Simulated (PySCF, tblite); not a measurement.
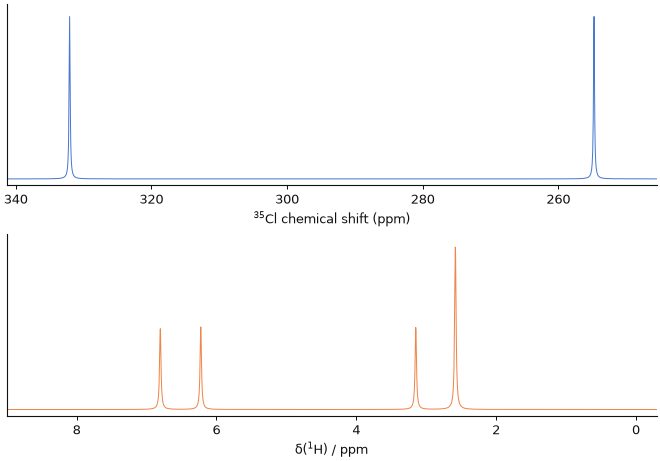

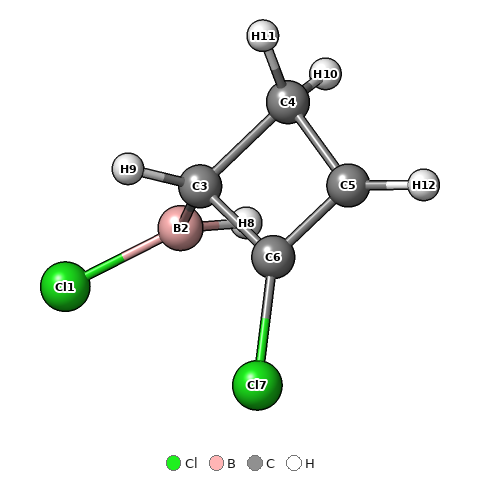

Spectrum and numbered structure of C₄H₅BCl₂, SMILES ClB[C@@H]1CC=C1Cl. GIAO shifts, PBE0/pcSseg-1 with PySCF, at a GFN2-xTB geometry (a minimum by its frequencies), against HCl for ³⁵Cl and TMS for ¹H computed at the same level (Cl: the usual scale starts at aqueous chloride instead). Gas phase, fully decoupled, line heights follow the number of nuclei, widths are arbitrary (no quadrupolar broadening); values of one conformer, averaged over methyl-type rotors and exact or near symmetry; other conformers aren't averaged in.

Assign the ³⁵Cl signals to the numbered atoms.

```csv
δ (ppm),nuclei,atoms
332.1,1,Cl1
254.7,1,Cl7
```

Which ¹H nuclei are the least shielded, and which the most?

Least shielded: H8 at 6.80 ppm. Most shielded: H10 and H11 at 2.58 ppm.

Note: the tight-binding geometry is rougher than a DFT one and adds to the error.
